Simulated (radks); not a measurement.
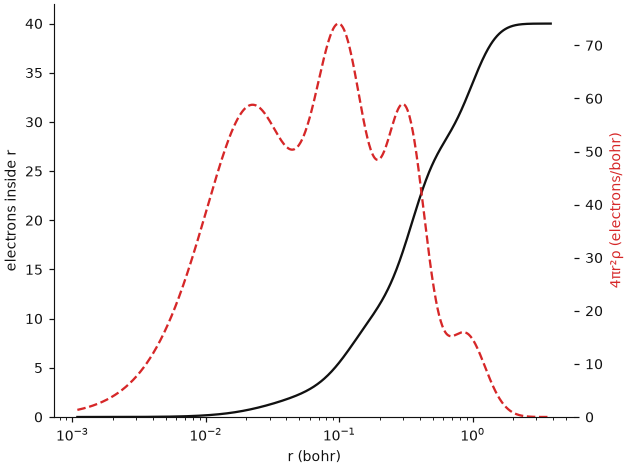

The palladium ion Pd⁶⁺ in the configuration [Kr] 4d4 (high spin). Computed with the in-house radial solver radks: scalar-relativistic Kohn-Sham, SCAN, spin-polarised, spherical densities, finite nucleus.

```
Z 46
configuration [Kr] 4d4
relativity scalar-relativistic
functional scan,scan
spin polarised
nucleus finite rms 4.5318 fm
c 137.035999084
```

The plot shows the number of electrons inside radius r (solid) and the radial density 4πr²ρ (dashed).

Q: Describe it and give its main numbers.

Answer: The count levels off at 40 electrons. Half of them lie within 0.355 bohr, 90 % within 1.15 bohr and 99 % within 1.84 bohr. The radial density has minima at 0.0442, 0.194 and 0.687 bohr, where the count stands at 2.0, 11.1 and 29.1; these part the shells that the density resolves.
